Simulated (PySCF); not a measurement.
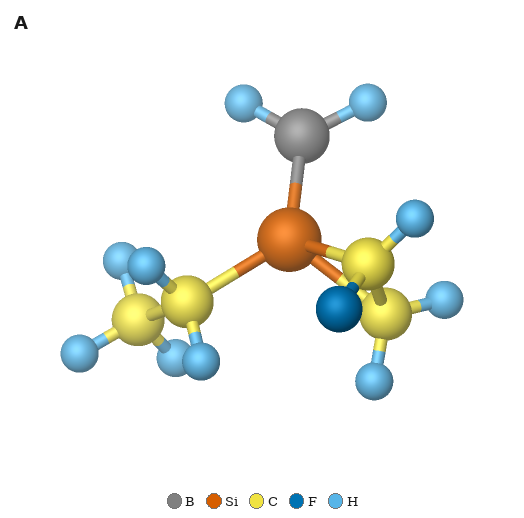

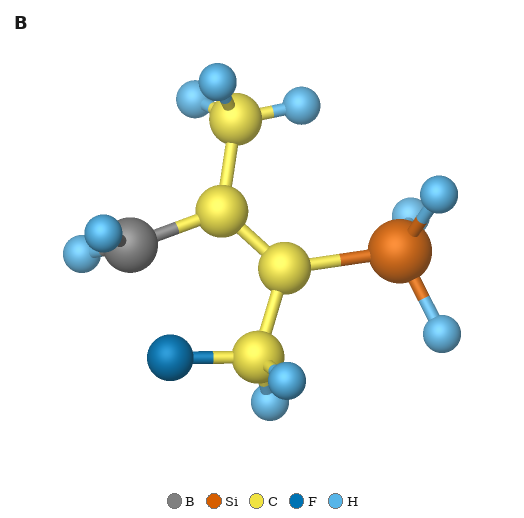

2 stationary structures of one formula. Geometries: GFN2-xTB. Electronic energies: PBE0/pcSseg-1 (PySCF 2.14.0), without zero-point energy. No frequency run is at hand to confirm each as a minimum. Each is one conformer, not always the lowest.

Which is lowest in energy, and by how much?

B is lowest; A lies 57.1 kJ/mol above it. A is `B[Si@@]1(CC)C[C@@H]1F`, B is `B/C(C)=C(/[SiH3])CF`.

The geometry is semi-empirical. Around B, Si such bond lengths and angles can be off by a tenth of an ångström or more and by several degrees, and values that hang on the shape move with them.
